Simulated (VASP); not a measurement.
Input:

```
AuKCl3
1.0
    5.02446     0.00000     0.00000
    0.00000     5.02446     0.00000
    0.00000     0.00000     5.02446
K Au Cl
1 1 3
Cartesian
  2.51223   2.51223   2.51223
  0.00000   0.00000   0.00000
  2.51223   0.00000   0.00000
  0.00000   2.51223   0.00000
  0.00000   0.00000   2.51223
```

All values below come from PBEsol GGA, VASP's PBE PAW potentials (set 64) (plane waves; VASP). Numerical set-up: 400 eV cut-off, 7×7×7 Γ-centred mesh, tetrahedra with Blöchl corrections, potentials K_sv Au Cl.

Unless said otherwise, spin-orbit coupling is left out, though it shifts the bands of the heavy elements here.

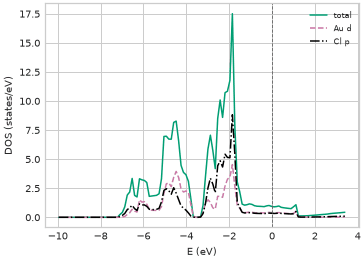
*Total and projected density of states, zero at the Fermi level*

Within 2 eV below the Fermi level the largest weight inside VASP's projection spheres is Cl p, then Au d.

It has no gap at this level: it comes out as a metal or semimetal.

The structure comes from a computed database's KAuCl3 entry (Pm-3m); how it stands against other phases isn't given here. It was relaxed first, which changed the volume by -7 %. The electron count is odd and the run is not spin-polarised, which forces a metal.
